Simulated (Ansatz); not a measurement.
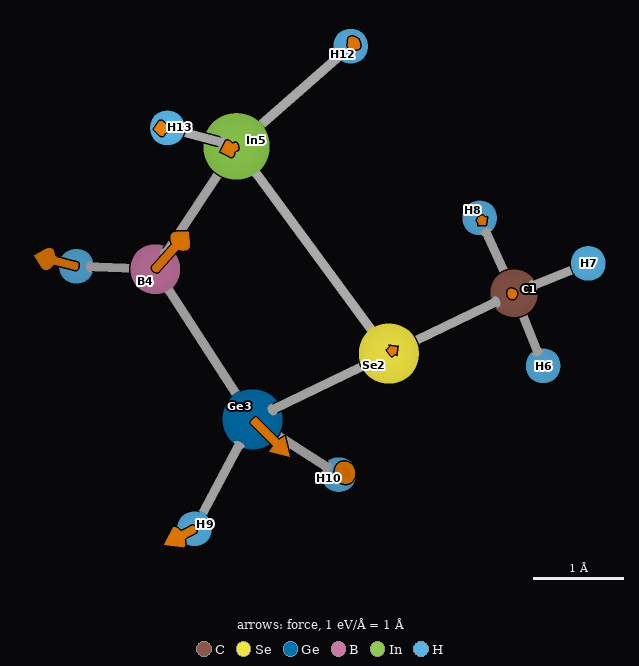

Starting geometry of CH$_{8}$BGeInSe with the computed forces as orange arrows. A ball-and-stick model, seen at a tilt.

The start comes from GFN2-xTB.

Computed with RKS PBE0-D4/def2-TZVP (Ansatz). (force threshold 0.005 eV/Å; at most 150 steps)

Question: What follows when this structure is relaxed?

Answer: It isn't relaxed: the largest force vector, on the B atom, is 0.87 eV/Å. The final displacements have little in common with the starting forces (cosine between the two patterns 0.16). Over 12 geometry steps the energy falls by 2.24 kcal/mol. Largest force component: 0.84 eV/Å at the start, 0.004 eV/Å at the end. The largest move after the best rigid fit is that of an H atom, 0.33 Å. Largest moves by element: H 0.33 Å, B 0.12 Å, In 0.11 Å, Se 0.09 Å, Ge 0.07 Å, C 0.07 Å. Some distances before and after: In–Se 2.904 → 2.970 Å, B–Ge 2.022 → 2.062 Å, B–In 2.295 → 2.264 Å, B–H 1.167 → 1.195 Å. Among the angles between lasting bonds that change: B–Ge–H 120.3° → 113.5°, H–Ge–H 102.7° → 108.8°, B–In–H 124.0° → 119.4°. The run took about 40 s of wall time on a shared GPU.
